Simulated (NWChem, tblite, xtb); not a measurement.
## How methods differ on Si3NH8F (SMILES F[SiH2]N([SiH3])[SiH3])

The species is Si3NH8F (13 atoms), meant as a singlet with charge 0. SMILES: `F[SiH2]N([SiH3])[SiH3]`. The coordinates come from a PBE0-D4/def2-TZVP relaxation. This is one conformer, not always the lowest.

```xyz
13

F     1.1610    2.2287    1.0602
Si    1.1293    1.2896   -0.2334
N     0.0121    0.0053   -0.0397
Si    0.5845   -1.5927    0.3607
Si   -1.7053    0.2716   -0.1723
H     0.7486    2.1606   -1.3659
H     2.4826    0.7052   -0.3856
H     1.2094   -2.2563   -0.8127
H     1.5821   -1.5293    1.4585
H    -0.5938   -2.3887    0.7941
H    -2.3842    0.0504    1.1299
H    -1.9090    1.6769   -0.6075
H    -2.2968   -0.6561   -1.1716
```

Each level gives the dipole moment (D). The values are calculated.

```tsv
level	kind	program	value (D)	CPU time
GFN2-xTB	semi-empirical	xtb	1.34	under 2 s
GFN1-xTB	semi-empirical	tblite	0.99	under 2 s
IPEA1-xTB	semi-empirical	tblite	1.13	under 2 s
GFN0-xTB	semi-empirical	xtb	1.13	under 2 s
HF/STO-3G	Hartree–Fock	NWChem	1.08	4.1 s
HF/3-21G	Hartree–Fock	NWChem	1.78	4.8 s
SVWN5/6-31G* (spherical functions)	LDA	NWChem	1.26	26 s
B3LYP/6-31G* (spherical functions)	global hybrid	NWChem	1.29	23 s
B3LYP/6-31G* (Cartesian functions)	global hybrid	NWChem	1.30	23 s
```

The values span 0.99 to 1.78 D. Magnitudes only. Sets without polarisation functions give poor dipoles. Times are those of the runs behind each value, whatever else they computed, on shared processors of several kinds: orders of magnitude only.

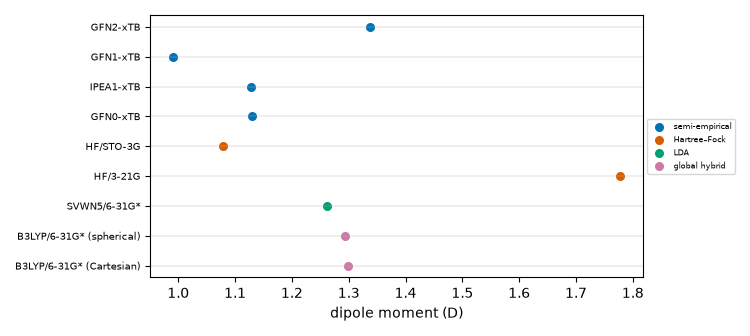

The values of the table, level by level.
